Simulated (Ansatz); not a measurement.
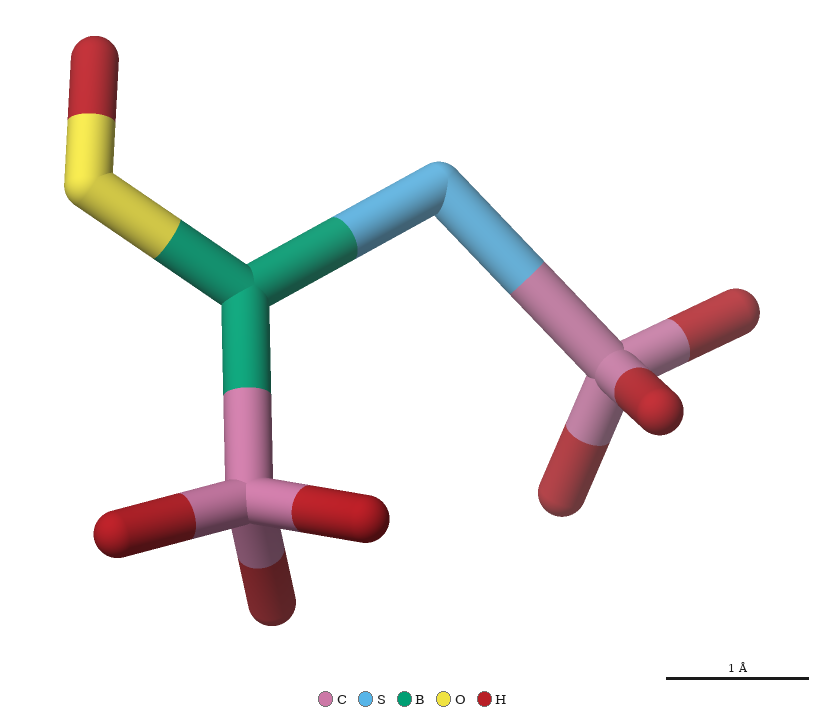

The picture shows a molecular structure as a stick model. Every bond is drawn as one stick, whatever its order.

The computed structure is the end point of a PBE0-D4/def2-TZVP optimisation. No frequency run is at hand to confirm it as a minimum.

Count the atoms of each element.

Answer. C2H7BOS, 12 atoms: 2 carbon, 7 hydrogen, 1 boron, 1 oxygen and 1 sulfur.

Give a SMILES string for it.

Answer. CSB(C)O

More results for the same structure follow; atom numbers are the same in all pictures, views and colours differ.

Charges

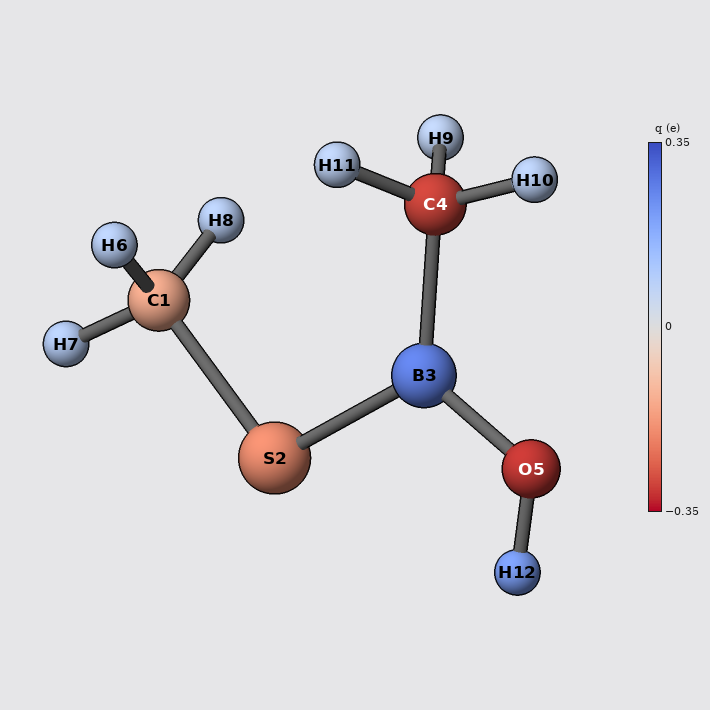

Atoms are coloured by their Mulliken charges. No frequency run is at hand to confirm it as a minimum. Method: RKS r2SCAN-D4/def2-TZVPP (Ansatz 0.2.0).

Give the Mulliken charges atom by atom.

```
atom  value (e)
  C1      −0.14
  S2      −0.19
  B3       0.26
  C4      −0.29
  O5      −0.31
  H6       0.08
  H7       0.09
  H8       0.08
  H9       0.07
 H10       0.08
 H11       0.07
 H12       0.20
```

Dipole moment

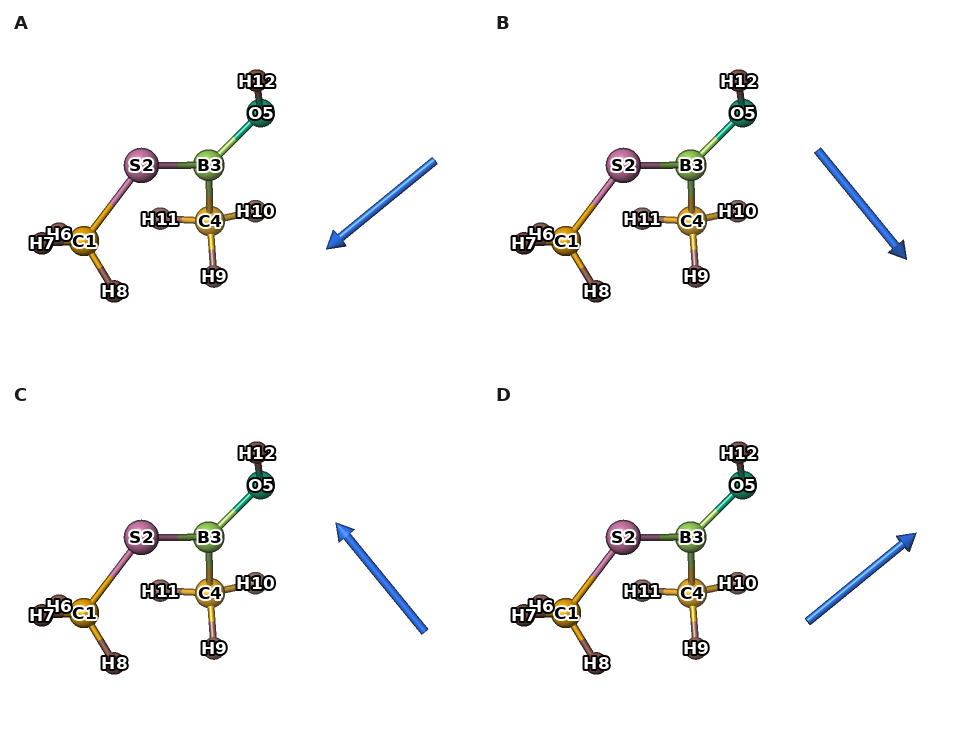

The same molecule four times, each with an arrow. No frequency run is at hand to confirm it as a minimum. Method: RKS B3LYP-D4/def2-TZVPP (Ansatz 0.2.0).

Which arrow points along the dipole moment, from the negative to the positive end?

Answer. A. The dipole moment is 1.22 D; it points from the side of H12 to the side of H7 (the outermost atoms at the two ends).

Levels of theory compared

No frequency run is at hand to confirm it as a minimum. Program: Ansatz 0.2.0.

Compare HOMO energy (eV) at these levels: B3LYP-D4/def2-TZVPP; PBE-D4/def2-TZVPP; PBE0-D4/def2-TZVPP; r2SCAN-D4/def2-TZVPP; ωB97M-V/def2-TZVPP; ωB97X-V/def2-TZVPP.

```csv
level,HOMO energy (eV)
B3LYP-D4/def2-TZVPP,−6.83
PBE-D4/def2-TZVPP,−5.85
PBE0-D4/def2-TZVPP,−7.06
r2SCAN-D4/def2-TZVPP,−6.11
ωB97M-V/def2-TZVPP,−9.25
ωB97X-V/def2-TZVPP,−9.41
```

Mulliken values depend strongly on the basis set and can even reverse the polarity of a bond.
